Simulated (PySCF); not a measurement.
# Sm(BH4)2: other functionals and bases at one geometry

How far do other levels of theory move the description of Sm(BH4)2, and what does each cost? The structure is generated, not taken from experiment.

Program: PySCF 2.14.0. Level of theory: several levels, as the steps say, no spin–orbit coupling. These are calculated values, not measurements.

1 further run of the same task is left out (for a known fault of the program).

### 1 Starting geometry

11 atoms, charge 0, spin multiplicity 1.

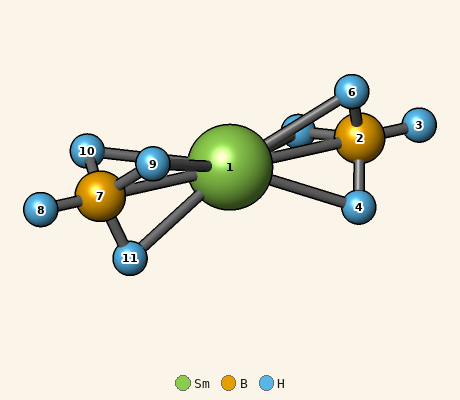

The structure; samarium green, boron amber, hydrogen blue; atoms are numbered from 1 in the order of the file.

Coordinates:

```mol
B2H8Sm
  3D, bonds by distance, orders not assigned

 11 16  0  0  0  0  0  0  0  0999 V2000
    0.0000   -0.0000    0.8018 Sm  0  0
    2.6354   -0.0048    0.8045 B   0  0
    3.8467   -0.0090    0.8071 H   0  0
    2.1577   -0.8533    1.5985 H   0  0
    2.1650   -0.2673   -0.3302 H   0  0
    2.1679    1.1104    1.1418 H   0  0
   -2.6354    0.0048    0.8045 B   0  0
   -3.8467    0.0091    0.8070 H   0  0
   -2.1578    0.8533    1.5985 H   0  0
   -2.1649    0.2673   -0.3302 H   0  0
   -2.1679   -1.1104    1.1418 H   0  0
  1  2  8  0
  1  4  8  0
  1  5  8  0
  1  6  8  0
  1  7  8  0
  1  9  8  0
  1 10  8  0
  1 11  8  0
  2  3  8  0
  2  4  8  0
  2  5  8  0
  2  6  8  0
  7  8  8  0
  7  9  8  0
  7 10  8  0
  7 11  8  0
M  END
```

Formal oxidation states: Sm +2. Each metal's 6 4f electrons lie in its core potential, so multiplicities, spins and levels count the valence alone. An earlier session relaxed this geometry at PBE0, Sm lcecp-0-SVP with ECP52, B def2-SVP, H def2-SVP (singlet, point group D3).

At PBE0 on the finer grid: E = -83.255055 Eh, frontier levels not given, since the 4f levels lie in the core, Mulliken charge on Sm1 +0.79 e, largest force component 0.016 eV/Å. 

Levels to run: M06-L; HF; PBE0, TZVP. Hardware: 2 threads of Intel Xeon Platinum 8259CL at 2.50GHz (Skylake/Cascade Lake), shared host.

### 2 M06-L

File run.py (the lines that set the calculation):

```python
mol = gto.M(atom='''
Sm     0.00003    -0.00003     0.80181
B      2.63539    -0.00478     0.80452
H      3.84667    -0.00904     0.80706
H      2.15773    -0.85333     1.59847
H      2.16497    -0.26730    -0.33021
H      2.16787     1.11036     1.14182
B     -2.63539     0.00479     0.80455
H     -3.84666     0.00908     0.80699
H     -2.15775     0.85331     1.59854
H     -2.16493     0.26732    -0.33017
H     -2.16793    -1.11039     1.14184''',
    basis={'Sm': 'lcecp-0-SVP', 'B': 'def2-SVP', 'H': 'def2-SVP'},
    ecp={'Sm': 'lcecp-0-SVP'},
    charge=0, spin=0)
mf = dft.RKS(mol, xc='M06L')
mf.grids.atom_grid = (75, 302)  # f atoms: unpruned, at least (60, 302)
mf = mf.density_fit()  # fitting sets: Sm AutoAux, B def2-universal-JKFIT, H def2-universal-JKFIT
mf.conv_tol = 1e-08; mf.max_cycle = 55
mf.kernel(dm0)  # dm0: the density of the relaxed state
```

Launch:

```sh
> OMP_NUM_THREADS=2 python run.py
```

### 3 HF

Changes to run.py (the lines that set the calculation) since step 2:

```diff
@@ -15,4 +15,3 @@
     charge=0, spin=0)
-mf = dft.RKS(mol, xc='M06L')
-mf.grids.atom_grid = (75, 302)  # f atoms: unpruned, at least (60, 302)
+mf = scf.RHF(mol)
 mf = mf.density_fit()  # fitting sets: Sm AutoAux, B def2-universal-JKFIT, H def2-universal-JKFIT
```

### 4 PBE0, TZVP

Basis: Sm lcecp-0-TZVP with ECP52, B def2-TZVP, H def2-TZVP. 

Changes to run.py (the lines that set the calculation) since step 3:

```diff
@@ -12,8 +12,9 @@
 H     -2.16793    -1.11039     1.14184''',
-    basis={'Sm': 'lcecp-0-SVP', 'B': 'def2-SVP', 'H': 'def2-SVP'},
-    ecp={'Sm': 'lcecp-0-SVP'},
+    basis={'Sm': 'lcecp-0-TZVP', 'B': 'def2-TZVP', 'H': 'def2-TZVP'},
+    ecp={'Sm': 'lcecp-0-TZVP'},
     charge=0, spin=0)
-mf = scf.RHF(mol)
+mf = dft.RKS(mol, xc='PBE0')
+mf.grids.atom_grid = (75, 302)  # f atoms: unpruned, at least (60, 302)
 mf = mf.density_fit()  # fitting sets: Sm AutoAux, B def2-universal-JKFIT, H def2-universal-JKFIT
 mf.conv_tol = 1e-08; mf.max_cycle = 55
-mf.kernel(dm0)  # dm0: the density of the relaxed state
+mf.kernel(dm0)  # dm0: free metal ions and neutral atoms
```

What does the calculation give? Wanted: for each run, charge on Sm1; dipole; largest force.

As calculated:

| level | state | charge on Sm1 (e) | dipole (D) | largest force (eV/Å) | basis functions | time |
| --- | --- | --- | --- | --- | --- | --- |
| PBE0 (relaxed here) | singlet | 0.79 | 0.02 | 0.02 | 99 | 19 s |
| M06-L | singlet | 0.96 | 0.01 | 0.18 | 99 | 13 s |
| HF | singlet | 1.14 | 0.02 | 0.54 | 99 | 3.3 s |
| PBE0, TZVP | singlet | 1.07 | 0.02 | 0.30 | 157 | 16 s |

Times are on 2 threads of Intel Xeon Platinum 8259CL at 2.50GHz (Skylake/Cascade Lake), shared host; the first row also made further properties.

The largest leftover force, 0.54 eV/Å with HF, stands at a geometry relaxed at another level. The Mulliken charge on Sm spans +0.79 to +1.14 e over the levels. With 4f in the core, its levels are missing from HOMO and gap. Total energies of different levels can't be compared. Spin–orbit coupling is left out throughout.
